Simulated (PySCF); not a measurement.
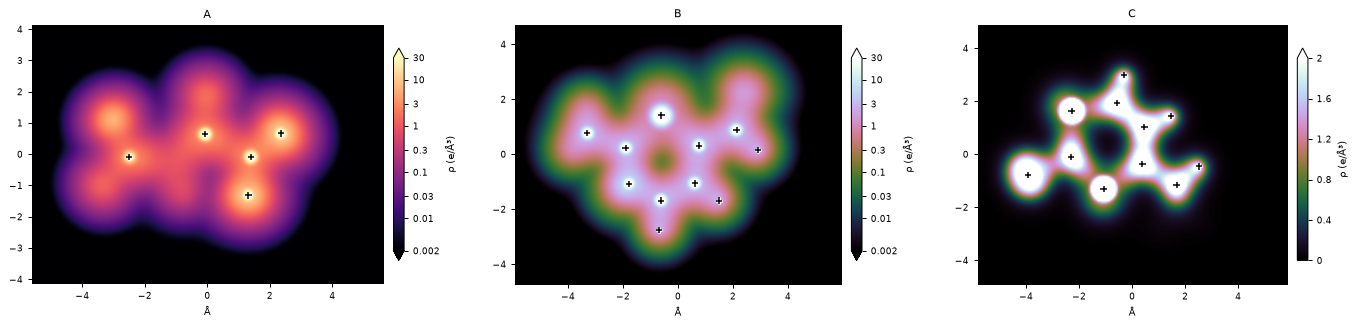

The total electron density of 3 systems, each on a plane through atoms (crosses mark nuclei in the plane).

All numbers below come from PBE0/pcSseg-1, SCF density, gas phase, non-relativistic in PySCF.

System 1: C7H9ClP2 (SMILES CC(C)c1ccpc(Cl)p1), the plane of atoms C4, C5 and H18. Geometry: GFN2-xTB.

```yaml
atoms:
  - { symbol: C, position_ang: [-1.7991, 0.2641, 1.2367] }
  - { symbol: C, position_ang: [-1.2133, 0.1747, -0.1732] }
  - { symbol: C, position_ang: [-1.7591, -1.0534, -0.9002] }
  - { symbol: C, position_ang: [0.2979, 0.1321, -0.1014] }
  - { symbol: C, position_ang: [1.0138, 1.2158, -0.5782] }
  - { symbol: C, position_ang: [2.3846, 1.3899, -0.5981] }
  - { symbol: P, position_ang: [3.6317, 0.3246, -0.0442] }
  - { symbol: C, position_ang: [2.6774, -1.0050, 0.5460] }
  - { symbol: Cl, position_ang: [3.6311, -2.3140, 1.2048] }
  - { symbol: P, position_ang: [0.9705, -1.3160, 0.6185] }
  - { symbol: H, position_ang: [-1.5173, -0.6157, 1.8139] }
  - { symbol: H, position_ang: [-1.4264, 1.1483, 1.7498] }
  - { symbol: H, position_ang: [-2.8846, 0.3192, 1.1935] }
  - { symbol: H, position_ang: [-1.5131, 1.0693, -0.7310] }
  - { symbol: H, position_ang: [-1.3233, -1.1321, -1.8944] }
  - { symbol: H, position_ang: [-2.8403, -0.9847, -0.9990] }
  - { symbol: H, position_ang: [-1.5196, -1.9587, -0.3439] }
  - { symbol: H, position_ang: [0.4269, 2.0324, -0.9881] }
  - { symbol: H, position_ang: [2.7525, 2.3185, -1.0189] }
```

System 2: C8H10NP, the plane of atoms N3, C4 and H14. Geometry: GFN2-xTB.

```
atom    x (Å)    y (Å)    z (Å)
   C   3.2966   0.7693  -0.7309
   C   2.0711   0.0975  -0.1824
   N   2.2825  -0.9544   0.5722
   C   1.2951  -1.6538   1.1005
   C  -0.0558  -1.3970   0.9379
   C  -0.5431  -0.3408   0.1824
   C  -2.0014  -0.1560   0.0586
   C  -2.5805   0.3341  -1.2446
   C  -2.5781   1.2317  -0.0580
   P   0.5185   0.7892  -0.6368
   H   3.1171   1.8282  -0.9081
   H   4.1279   0.6412  -0.0423
   H   3.5713   0.3072  -1.6798
   H   1.6121  -2.4938   1.7072
   H  -0.7638  -2.0555   1.4245
   H  -2.5869  -0.8831   0.6107
   H  -1.8807   0.5439  -2.0420
   H  -3.5154  -0.0907  -1.5776
   H  -3.5120   1.4364   0.4434
   H  -1.8797   2.0570  -0.0465
```

System 3: C4H3F4O2 (charge −1), the plane of atoms O1, C2 and C4. Geometry: GFN2-xTB, NEB image 0 of 0 to 8.

```yaml
atoms:
  - { symbol: O, position_ang: [-3.1347, -0.0112, 0.5452] }
  - { symbol: C, position_ang: [-2.0828, 0.5463, 0.2767] }
  - { symbol: O, position_ang: [-1.8168, 1.7084, -0.0331] }
  - { symbol: C, position_ang: [-0.7428, -0.3937, 0.3864] }
  - { symbol: F, position_ang: [-1.0128, -1.7230, 0.0907] }
  - { symbol: C, position_ang: [0.3306, 0.1343, -0.5540] }
  - { symbol: C, position_ang: [1.7412, -0.1352, -0.1086] }
  - { symbol: F, position_ang: [2.0679, -1.4405, -0.0633] }
  - { symbol: F, position_ang: [2.0313, 0.3556, 1.1095] }
  - { symbol: F, position_ang: [2.6590, 0.4221, -0.9427] }
  - { symbol: H, position_ang: [-0.4089, -0.3763, 1.4317] }
  - { symbol: H, position_ang: [0.1706, 1.2183, -0.6125] }
  - { symbol: H, position_ang: [0.1938, -0.3048, -1.5438] }
```

Match each panel to its system.

Panel A is system 3, C4H3F4O2: the plane holds O and C. C–O (1.22 Å): ρ is about 3.2 e/Å³ halfway. Panel B is system 2, C8H10NP: the plane holds C, N, P and H. C–N (1.31 Å): ρ at the midpoint is about 2.5 e/Å³. Panel C is system 1, C7H9ClP2: the plane holds C, P, Cl and H. C–C (1.38 Å): ρ at the midpoint is about 2.1 e/Å³.
